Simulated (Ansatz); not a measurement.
# Calculations on BSiNH8O

Part 1: Relaxation

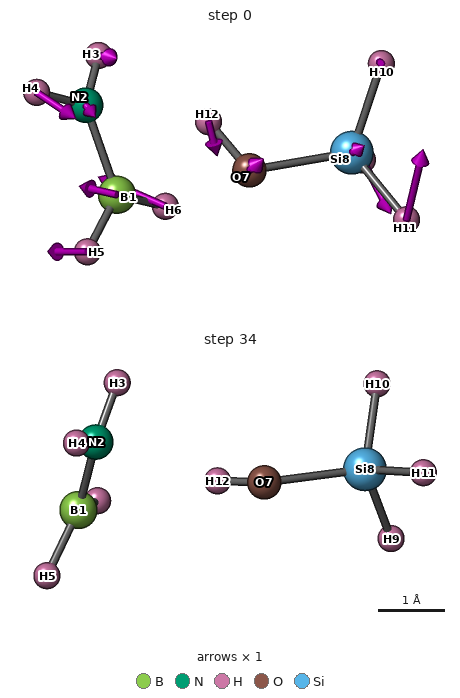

The structure of BSiNH₈O before (top) and after (bottom) a relaxation, at one scale. The purple arrows give the displacements, at their true length.

A ball-and-stick model, seen at a tilt.

The run prepares an end point of a later path (reaction) calculation, from a guessed geometry.

The calculation used RKS B3LYP/6-31G* in Ansatz.

Input
```yaml
crystal:
  periodic: [false, false, false]
  atoms:
    - { symbol: B, position_ang: [0.177455, -0.32706, 0.292735] }
    - { symbol: "N", position_ang: [0.186478, -0.510206, 1.75858] }
    - { symbol: H, position_ang: [-0.617195, -0.855171, 2.267763] }
    - { symbol: H, position_ang: [1.04798, -0.556551, 2.28735] }
    - { symbol: H, position_ang: [1.220084, -0.12796, -0.249964] }
    - { symbol: H, position_ang: [-0.855664, -0.483732, -0.283097] }
    - { symbol: O, position_ang: [-0.338926, 2.224865, 0.566605] }
    - { symbol: Si, position_ang: [-1.82843, 2.935695, 0.321772] }
    - { symbol: H, position_ang: [-2.840874, 1.970732, -0.194644] }
    - { symbol: H, position_ang: [-2.372036, 3.495315, 1.594439] }
    - { symbol: H, position_ang: [-1.632501, 4.014435, -0.67696] }
    - { symbol: H, position_ang: [-0.257172, 1.671337, 1.379921] }
basis:
  gaussian: { orbitals: "6-31G*" }
hamiltonian:
  xc: b3lyp
relax:
  f_tol: 0.03
  max_steps: 50
```

Run as
```bash
ansatz run input.yaml --threads 1 --pin off --max-ram 2048MiB --backend cpu --events-out ev --progress --plain --runs-dir out
```

**Describe what moved and what it gained.**

The energy falls by 5.13 kcal/mol in 30 accepted moves (34 points after the start). The largest force component goes from 2.2 to 0.027 eV/Å. The line search rejected the trial steps at points 17, 23, 29, 30 of the run. The forces were under the threshold at step 12, but the run went on from there. H6 moves most after the best rigid fit: 1.34 Å. By element the largest moves are H 1.34 Å, B 0.77 Å, O 0.40 Å, N 0.31 Å, Si 0.30 Å. Near-neighbour distances that change, for instance: B1–N2 1.477 → 1.402 Å, O7–H12 0.987 → 0.974 Å, O7–Si8 1.668 → 1.661 Å.

Limits of the set-up: the start holds two separate molecules, 2.3 Å apart at their closest, whose relative position is a soft coordinate and is computed without a dispersion correction.

Part 2: Relaxation

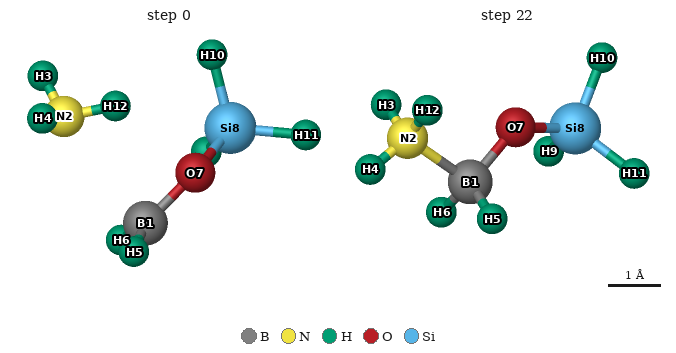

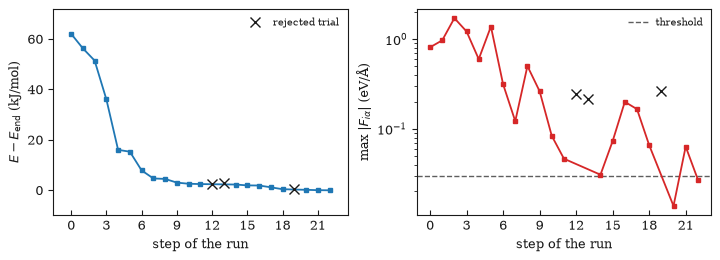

First and last geometry of a relaxation of BSiNH₈O, with the history of the run. Style: ball-and-stick. Shown at a tilt.

The run prepares an end point of a later path (reaction) calculation, from a guessed geometry.

Computed with Ansatz 0.2.0, RKS B3LYP/6-31G*.

The input:
```yaml
crystal:
  periodic: [false, false, false]
  atoms:
    - { symbol: B, position_ang: [-0.063881, 0.437274, -0.419583] }
    - { symbol: "N", position_ang: [0.008989, -0.088571, 2.272078] }
    - { symbol: H, position_ang: [-0.706777, -0.188214, 2.990819] }
    - { symbol: H, position_ang: [0.892858, -0.393181, 2.678727] }
    - { symbol: H, position_ang: [1.077102, 0.105058, -0.512076] }
    - { symbol: H, position_ang: [-0.978254, -0.232509, -0.805815] }
    - { symbol: O, position_ang: [-0.298048, 1.728646, 0.035109] }
    - { symbol: Si, position_ang: [-1.724552, 2.586903, 0.154051] }
    - { symbol: H, position_ang: [-2.865342, 1.833972, -0.431285] }
    - { symbol: H, position_ang: [-1.994299, 2.859276, 1.59279] }
    - { symbol: H, position_ang: [-1.557846, 3.879066, -0.555184] }
    - { symbol: H, position_ang: [0.099248, 0.923978, 2.06487] }
basis:
  gaussian: { orbitals: "6-31G*" }
hamiltonian:
  xc: b3lyp
relax:
  f_tol: 0.03
  max_steps: 50
output:
  orbitals: {}
```

Command:
```bash
ansatz run input.yaml --threads 1 --pin off --max-ram 2048MiB --backend cpu --events-out ev --progress --plain --runs-dir out
```

Question: What do the curves and the structures tell?

Answer: It converged. The energy falls by 62.1 kJ/mol in 19 accepted moves (22 points after the start). Largest force component: 0.82 eV/Å at the start, 0.027 eV/Å at the end. The line search rejected the trial steps at points 12, 13, 19 of the run. The forces were under the threshold at step 20, but the run went on from there. The largest move after the best rigid fit is that of H10, 1.14 Å. By element the largest moves are H 1.14 Å, O 0.99 Å, B 0.87 Å, N 0.47 Å, Si 0.22 Å. Some distances before and after: B1–N2 2.744 → 1.673 Å, B1–O7 1.389 → 1.451 Å, O7–Si8 1.669 → 1.639 Å, B1–H5 1.192 → 1.217 Å. New bonds form, among them: B1–N2 (2.74 → 1.67 Å). Among the angles between lasting bonds that change: H5–B1–H6 123.4° → 114.0°, O7–Si8–H11 108.5° → 113.1°, H6–B1–O7 119.8° → 115.7°. Groups turn about O7–Si8 by about 60°.

Limits of the set-up: the start holds two separate molecules, 2.2 Å apart at their closest, whose relative position is a soft coordinate and is computed without a dispersion correction.

Part 3: Path

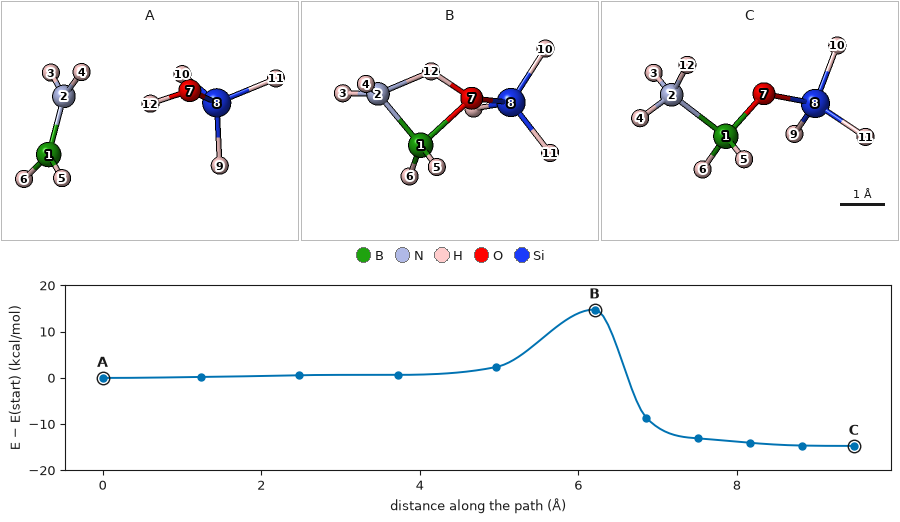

A nudged-elastic-band calculation for BSiNH8O. Images are numbered from 0 (start) to 10 (end). Frames A to C are images 0, 5, 10. The picture is a ball-and-stick view, seen at a tilt.

Level of theory: Ansatz, RKS B3LYP/6-31G*. Settings: 9 movable images; climbing image; force threshold 0.05 eV/Å; iteration limit 37; starting path through a guess of the saddle point.

Describe the mechanism and the energy profile.

Answer. Breaking: O7–H12 (0.97 → 1.14 at the top → 2.62 Å). Forming: B1–O7 (3.72 → 1.68 at the top → 1.45 Å), N2–H12 (2.12 → 1.42 at the top → 1.02 Å). Forward barrier 14.8 kcal/mol, backward barrier 29.5 kcal/mol, with image 5 at the top; the reaction energy is −14.7 kcal/mol. The band is converged. At the top, the vibrational analysis gives one imaginary mode (1089i cm⁻¹), as a transition state must have.

The run took 17 min on 1 thread of Arm Neoverse V2, with other jobs on the host, peak memory 0.16 GiB.
